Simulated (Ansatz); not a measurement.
The calculation's input:

```
crystal:
  periodic: [false, false, false]
  atoms:
    - {symbol: C, position_ang: [-0.301188, -0.334594, 0.778899]}
    - {symbol: B, position_ang: [0.532977, -0.534694, -0.481161]}
    - {symbol: H, position_ang: [-0.556641, -1.156337, 1.473070]}
    - {symbol: H, position_ang: [0.587202, -1.626162, -1.023291]}
    - {symbol: H, position_ang: [1.158510, 0.393710, -0.965849]}
    - {symbol: H, position_ang: [-0.708716, 0.646172, 1.086162]}
basis:
  gaussian:
    orbitals: def2-TZVPD
magnetization:
  spin_polarized: true
  initial_magnetization: 1
output: {forces: true, orbitals: {seedname: orbitals}}
hamiltonian:
  xc: {name: PBE0}
```

Run with:

```sh
ansatz run input.yaml --threads 1 --pin off --max-ram 2610MiB --events-out events.jsonl --progress --plain --runs-dir runs
```

Geometry: PBE-D3(BJ)/def2-SVP.

The calculation used isolated molecule in a Gaussian basis; Kohn-Sham density functional theory, functional PBE0 (Ansatz).

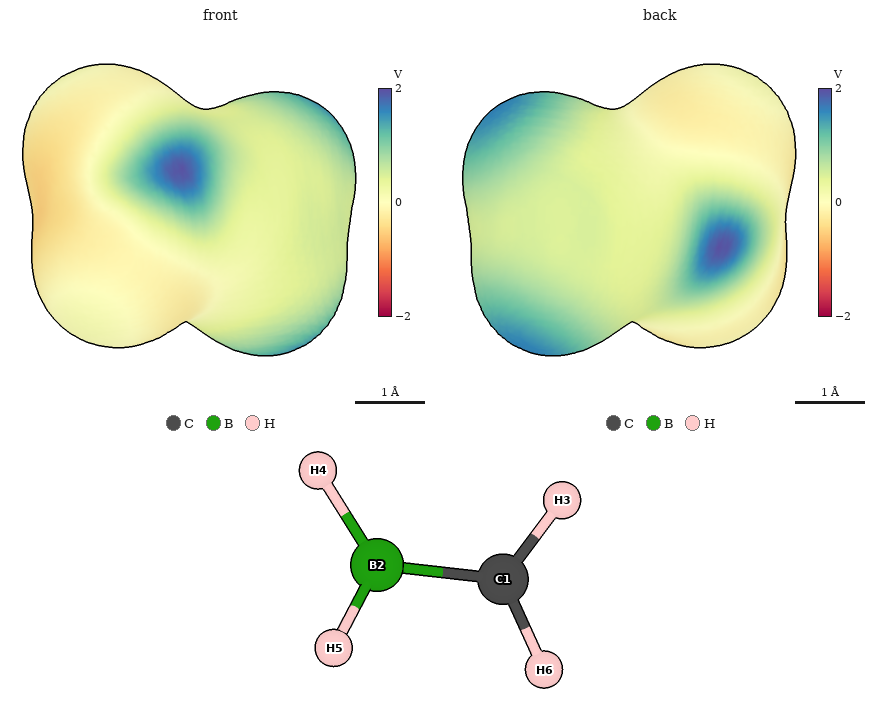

CH$_{4}$B (SMILES B[CH2]) (doublet). The molecular electrostatic potential painted on the density surface at 0.004 e/bohr³, seen from the front and from behind; the colour scale runs from red (negative) to blue (positive). The bare structure is drawn below in the same view.

### Where is the surface potential most negative and most positive?

The most negative region (about −0.5 V) lies over H4, the most positive (about +1.9 V) over B2.

### What dipole moment does the calculation give?

Its dipole moment is 1.16 D.
